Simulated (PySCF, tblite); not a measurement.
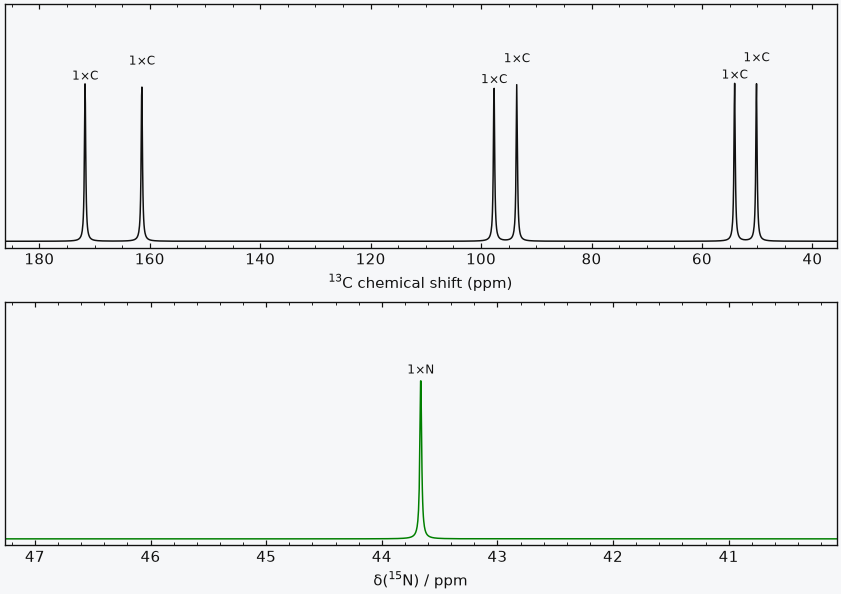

GIAO shifts, PBE0/pcSseg-1 in PySCF, at a GFN2-xTB geometry (a minimum by its frequencies), against TMS for ¹³C and NH₃ for ¹⁵N computed at the same level (¹⁵N: a single molecule, while the usual scales start at liquid NH₃ or nitromethane; multiply bonded nitrogen can come out tens of ppm too deshielded). Gas phase, fully decoupled, line heights follow the number of nuclei, widths are arbitrary (no quadrupolar broadening); values of one conformer, averaged over nuclei that symmetry, rotation about single bonds or inversion at nitrogen exchange, these motions taken as fast; other conformers aren't averaged in.

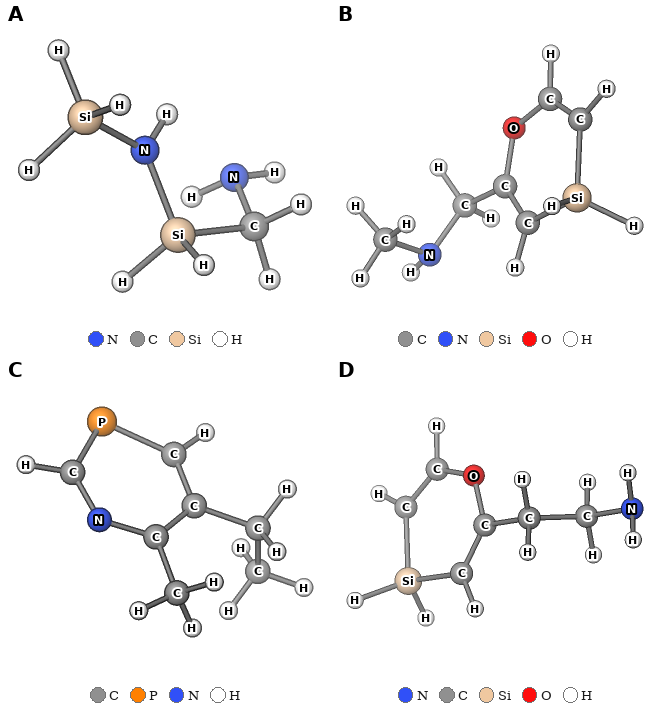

**Which molecule was computed? Choose among the lettered structures.**

Structure D, C₆H₁₁NOSi, SMILES NCCC1=C[SiH2]C=CO1. Its ¹³C signals: 171.7 (1 C), 161.4 (1 C), 97.7 (1 C), 93.5 (1 C), 54.1 (1 C), 50.1 (1 C) ppm. Its ¹⁵N signals: 43.7 (1 N) ppm.

Known limits of this run: the tight-binding geometry is rougher than a DFT one and adds to the error.
